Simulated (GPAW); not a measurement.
Frequency calculation, with input and output: BHS

BHS (hydrogen boron sulfide), computed with optB88-vdW/real-space grid, scalar-relativistic datasets (GPAW 26.7.0).

The geometry was optimised with optB88-vdW/fd.

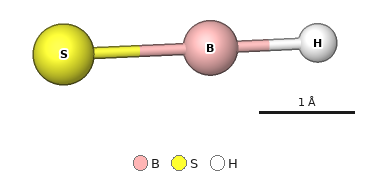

*The structure (ball-and-stick view, seen at a tilt).*

Bond lengths as drawn: B–H 1.17 Å and B–S 1.61 Å.

### The input (vib.py)
```python
from ase.io import read
from ase.thermochemistry import IdealGasThermo
from ase.vibrations import Vibrations
from gpaw import GPAW

molecule = read("relaxed.xyz")

dft = GPAW(mode="fd",
           xc={"name": "optB88-vdW", "backend": "libvdwxc"},
           legacy_gpaw=True,
           h=0.16,
           convergence={"density": 1e-05},
           symmetry="off",
           maxiter=100,
           txt="mol.txt")
molecule.calc = dft

energy = molecule.get_potential_energy()
vib = Vibrations(molecule, delta=0.015)
vib.run()
vib.summary()
freqs = vib.get_frequencies()
zpe = vib.get_zero_point_energy()

thermo = IdealGasThermo(vib_energies=vib.get_energies(), potentialenergy=energy, atoms=molecule, geometry="linear",
                        symmetrynumber=1, spin=0.0, ignore_imag_modes=True)
H = thermo.get_enthalpy(298.15, verbose=False)
S = thermo.get_entropy(298.15, 101325.0, verbose=False)
G = thermo.get_gibbs_energy(temperature=298.15, pressure=101325.0)
```

### File relaxed.xyz
```
3
Lattice="10.74962 0.0 0.0 0.0 10.27692 0.0 0.0 0.0 12.616769999999999" Properties=species:S:1:pos:R:3:magmoms:R:1:forces:R:3 energy=-25.657356827012585 free_energy=-25.657356827012585 dipole="-0.07368547652877863 -0.027444186799223145 0.25616162193051767" magmom=0.0 pbc="F F F"
B        5.31462849       5.11492886       6.51758715       0.00000000       0.00556717       0.00422364      -0.01709949
S        5.75490568       5.27906437       4.98137010       0.00000000      -0.01090433       0.00487586       0.02981761
H        4.99340321       4.99746038       7.63960606       0.00000000      -0.00359958      -0.00948271       0.00171228
```

Run on 1 thread of Arm Neoverse V2, 24 GiB of memory available, shared host.

Command:
```bash
python vib.py
```

### What the program printed
```
---------------------
  #    meV     cm^-1
---------------------
  0    6.6i     53.4i
  1    2.6      21.2
  2   10.0      80.3
  3   11.5      92.9
  4   16.0     129.4
  5   87.6     706.4
  6   89.4     720.9
  7  145.0    1169.5
  8  347.4    2802.4
---------------------
Zero-point energy: 0.355 eV
Enthalpy components at T = 298.15 K:
===============================
Enthalpy components at T = 298.15 K:
===============================
E_pot                -25.657 eV
E_ZPE                  0.335 eV
Cv_trans (0->T)        0.039 eV
Cv_rot (0->T)          0.026 eV
Cv_vib (0->T)          0.006 eV
-------------------------------
U                    -25.252 eV
===============================
(C_v -> C_p)           0.026 eV
-------------------------------
H                    -25.226 eV
===============================

Entropy components at T = 298.15 K and P = 101325.0 Pa:
=================================================
{"":15s}{"S":13s}     {"T*S:13s}
S_trans (1 bar)    0.0016170 eV/K        0.482 eV
S_rot              0.0005845 eV/K        0.174 eV
S_elec             0.0000000 eV/K        0.000 eV
S_vib              0.0000272 eV/K        0.008 eV
S (1 bar -> P)    -0.0000011 eV/K       -0.000 eV
-------------------------------------------------
S                  0.0022276 eV/K        0.664 eV
=================================================

Free energy components at T = 298.15 K and P = 101325.0 Pa:
=======================
    H        -25.226 eV
 -T*S         -0.664 eV
-----------------------
    G        -25.891 eV
=======================
```

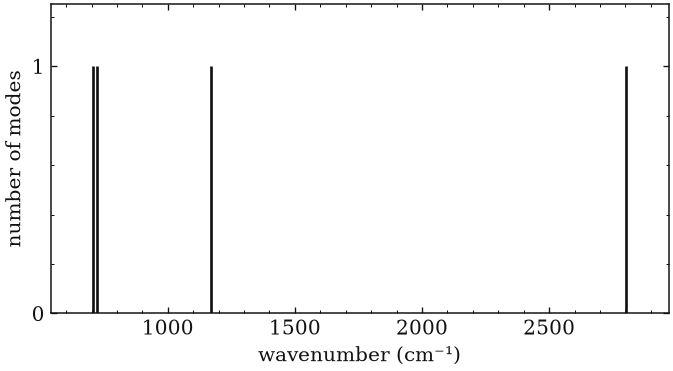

*Harmonic vibrational wavenumbers from the force constants; neighbouring modes closer than 10 cm⁻¹ are counted in one stick.*

4 modes from 706 to 2802 cm⁻¹, none imaginary.

### Results in brief

| quantity | value |
| --- | --- |
| outcome | converged |
| energy relative to the program's reference atoms | −25.6574 eV |
| zero-point energy | 0.012300 hartree |
| wavenumbers, lowest and highest | 706 and 2802 cm⁻¹ |
| wall time | 17 min |
| peak memory | 1.3 GiB |
